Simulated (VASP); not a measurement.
Band structure of ZnCdSeS (space group P3m1). Level of theory: LDA (Ceperley-Alder, Perdew-Zunger), VASP's LDA PAW potentials (set 64) (plane waves; VASP).

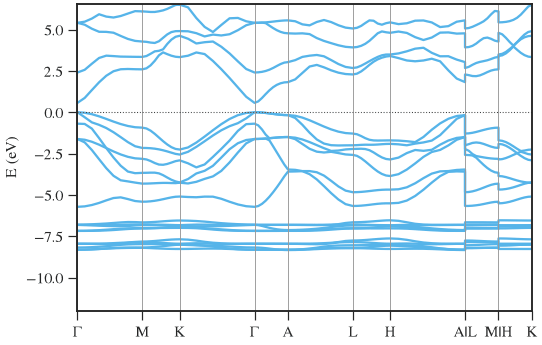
Figure. Bands along high-symmetry lines, zero at the valence-band maximum or, without a gap, the Fermi level

Read the plot: is there a gap, and where are the band edges?

The gap is direct, 0.57 eV, from the valence maximum at Γ to the conduction minimum at Γ. (Edges off the drawn lines would not show.)

The structure comes from a computed database's ZnCdSeS entry (P3m1); how it stands against other phases isn't given here. It was relaxed first, which changed the volume by -9 %.
